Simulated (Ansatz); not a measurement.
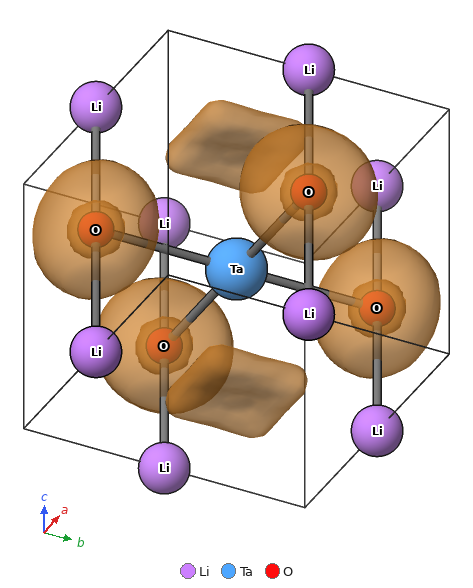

The picture shows: Li$_{2}$TaO$_{2}$. Isosurface of the ELF at 0.7 (orange), seen at an oblique angle. Core shells and regions of very low density are left out. Sticks mark near contacts.

Space group P4/mmm; a structure generated by program, which may or may not match a known phase; computed without spin polarisation.

Computed with DFT PBE, scalar-relativistic, plane waves, PAW in Ansatz 0.2.0.

```xyz
5
Lattice="4.0884 0.0000 0.0000 0.0000 4.0884 0.0000 0.0000 0.0000 3.7773" Properties=species:S:1:pos:R:3 pbc="T T T"
Li    2.0442    0.0000    0.0000
Li    0.0000    2.0442    0.0000
Ta    2.0442    2.0442    1.8887
O     2.0442    0.0000    1.8887
O     0.0000    2.0442    1.8887
```

Q: Where are the electrons localised?

A: The ELF exceeds this value in two regions wrapped around O (the valence shell of each) and one pocket between the atoms, centred on no nucleus (multi-centre or interstitial), counted in one cell of 5 atoms. Any copies at cell faces, edges or corners count once. Profiles from the grid: Li–O (1.89 Å): the ELF peaks at about 0.80 in the valence shell of O, 0.7 Å from its nucleus, and is about 0.50 at the midpoint. Ta–O (2.04 Å): the ELF peaks at about 0.80 in the valence shell of O, 0.6 Å from its nucleus, and drops to about 0.15 between the two atoms (no shared electron pair shows on this line).
